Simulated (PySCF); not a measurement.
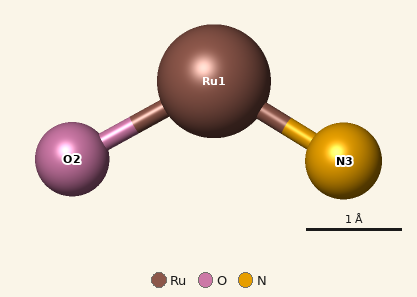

Figure 1. The input geometry (ball-and-stick view, seen on its broad side; atoms are numbered from 1 in the order of the input). Sticks mark near contacts. Bond lengths as drawn: N–Ru 1.61 Å and O–Ru 1.71 Å.

## Run report: RuON, frequency calculation

RuON, multiplicity 4, computed with UKS-based PBE0, Ru def2-TZVP with ECP28, O def2-TZVP, N def2-TZVP; non-relativistic Hamiltonian with a scalar-relativistic core potential; density fitting (PySCF 2.14.0).

What the program printed:
```
init E= -224.662987724763
  alpha nocc = 17  HOMO = -0.25016954495171  LUMO = -0.0947729598012295
  beta  nocc = 14  HOMO = -0.307119718819475  LUMO = -0.164553437011065
  HOMO = -0.250169544952  LUMO = -0.164553437011  gap/eV = 2.32973
cycle= 1 E= -224.662987724572  delta_E= 1.91e-10  |g|= 2.27e-05  |ddm|= 1.46e-05
  alpha nocc = 17  HOMO = -0.250166933074855  LUMO = -0.0947721602980494
  beta  nocc = 14  HOMO = -0.307123518241344  LUMO = -0.164552262930182
  HOMO = -0.250166933075  LUMO = -0.16455226293  gap/eV = 2.32969
cycle= 2 E= -224.662987721651  delta_E= 2.92e-09  |g|= 8.76e-05  |ddm|= 5.61e-05
  alpha nocc = 17  HOMO = -0.250168839867772  LUMO = -0.0947725925518732
  beta  nocc = 14  HOMO = -0.307120464260695  LUMO = -0.164552905237761
  HOMO = -0.250168839868  LUMO = -0.164552905238  gap/eV = 2.32973
cycle= 3 E= -224.662987724779  delta_E= -3.13e-09  |g|= 3.02e-06  |ddm|= 4.45e-05
  alpha nocc = 17  HOMO = -0.250168911100623  LUMO = -0.0947726595039029
  beta  nocc = 14  HOMO = -0.307120422874558  LUMO = -0.164553045874465
  HOMO = -0.250168911101  LUMO = -0.164553045874  gap/eV = 2.32973
cycle= 4 E= -224.662987724782  delta_E= -3.07e-12  |g|= 5.97e-07  |ddm|= 1.5e-06
  alpha nocc = 17  HOMO = -0.250168894034147  LUMO = -0.0947726666565387
  beta  nocc = 14  HOMO = -0.307120531220139  LUMO = -0.164552982845871
  HOMO = -0.250168894034  LUMO = -0.164552982846  gap/eV = 2.32973
Extra cycle  E= -224.662987724784  delta_E= -1.14e-12  |g|= 1.61e-06  |ddm|= 1.35e-06
converged SCF energy = -224.662987724784  <S^2> = 3.7740319  2S+1 = 4.011998
```

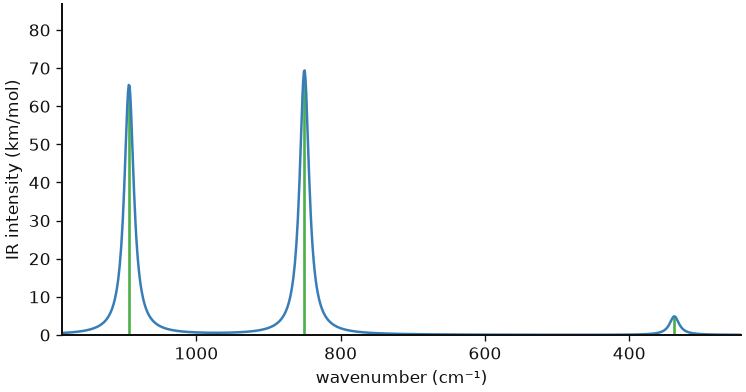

Figure 2. Harmonic infrared spectrum, unscaled: sticks (degenerate modes added up, dark ones marked on the axis) with a Lorentzian envelope of 16 cm⁻¹ full width, scaled to the tallest stick. 3 modes from 337 to 1093 cm⁻¹, none imaginary. The strongest line is at 850 cm⁻¹ (69 km/mol). All modes, in cm⁻¹ (km/mol): 337 (4.9), 850 (69), 1093 (66).

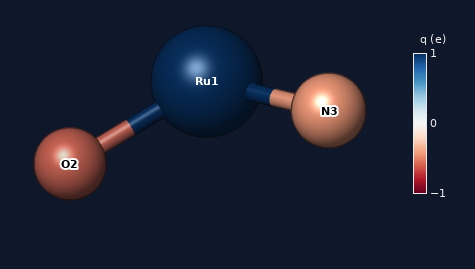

Figure 3. Mulliken charges, as the colour of each atom (ball-and-stick view, seen at a tilt; atoms are numbered from 1 in the order of the input). By element: Ru +1.00, O −0.57 and N −0.43 e.

The run was set up as follows.

The input:
```python
from pyscf import gto, scf, dft
mol = gto.M(atom='''
Ru     0.033996     0.000000    -0.189165
O     -1.460871     0.000000     0.648249
N      1.421781     0.000000     0.634734''',
    basis={'Ru': 'def2-TZVP', 'O': 'def2-TZVP', 'N': 'def2-TZVP'},
    ecp={'Ru': 'def2-TZVP'},
    charge=0, spin=3)
mf = dft.UKS(mol, xc='PBE0')
mf.grids.atom_grid = (75, 302)
aux = {'Ru': 'def2-universal-JKFIT', 'O': 'def2-universal-JKFIT', 'N': 'def2-universal-JKFIT'}
mf = mf.density_fit(auxbasis=aux)
mf.conv_tol = 1e-09
mf.diis_space = 10
mf.max_cycle = 60
mf.verbose = 4
mf.kernel()
```

The script is an equivalent of the set-up of the self-consistent field. The run itself was carried out by a driver, which started from the orbitals of the step before it where there was one and computed the further properties.

Command:
```bash
OMP_NUM_THREADS=4 python axn.py task.json out
```

Results in brief:

```csv
quantity,value
outcome,converged
total energy,−224.662988 hartree
⟨S²⟩,3.774
zero-point energy,0.005196 hartree
dipole moment,2.28 D
"wavenumbers, lowest and highest",337 and 1093 cm⁻¹
hardware,"4 threads of Arm Neoverse V2, 24 GiB of memory available, shared host"
wall time,29 s (CPU time 93 s)
peak memory,0.99 GiB
```
